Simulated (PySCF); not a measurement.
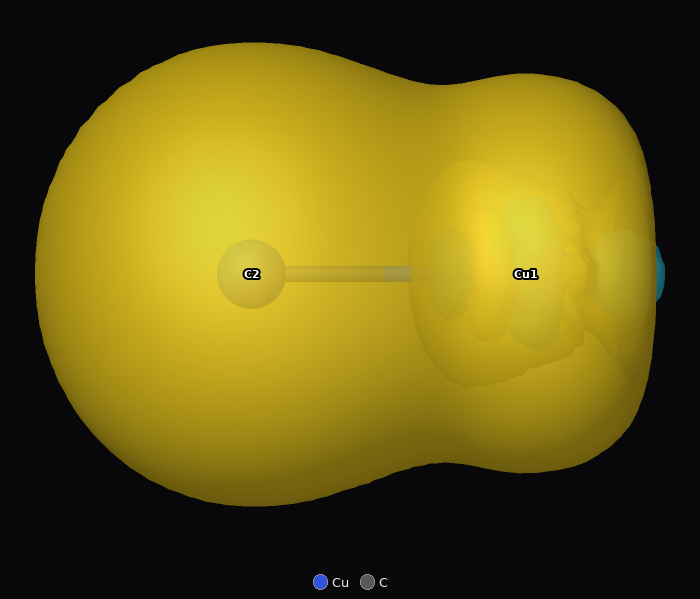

Figure. CuC (quartet). Isosurfaces of the spin density at +0.03 (yellow) and −0.03 e/Å³ (cyan), seen from one side.

These are results of PBE0/def2-TZVPP, non-relativistic Hamiltonian with scalar-relativistic core potentials where named, at a bond length of 1.815 Å (PySCF), not measurements.

Q: Describe the spin distribution.

A: The unpaired spin (3 electrons) lies mostly on C2 (about 2.3) and Cu1 (about 0.7), in electrons by Hirshfeld's partition.
